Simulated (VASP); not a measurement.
Band structure of Ni (fcc). Level of theory: PBEsol GGA with spin-orbit coupling, VASP's PBE PAW potentials (set 64) (plane waves; VASP).

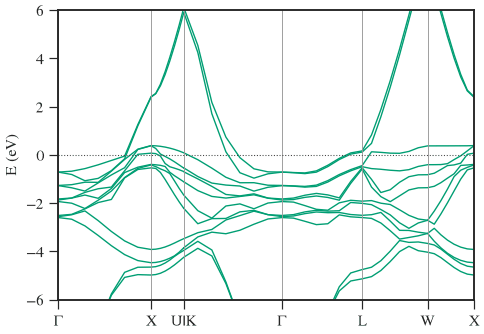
Figure. Bands along high-symmetry lines, zero at the valence-band maximum or, without a gap, the Fermi level

Read the plot: is there a gap, and where are the band edges?

It has no gap at this level: it comes out as a metal or semimetal.

The compound is Ni in the fcc structure. It was relaxed first, which changed the volume by -5 %.
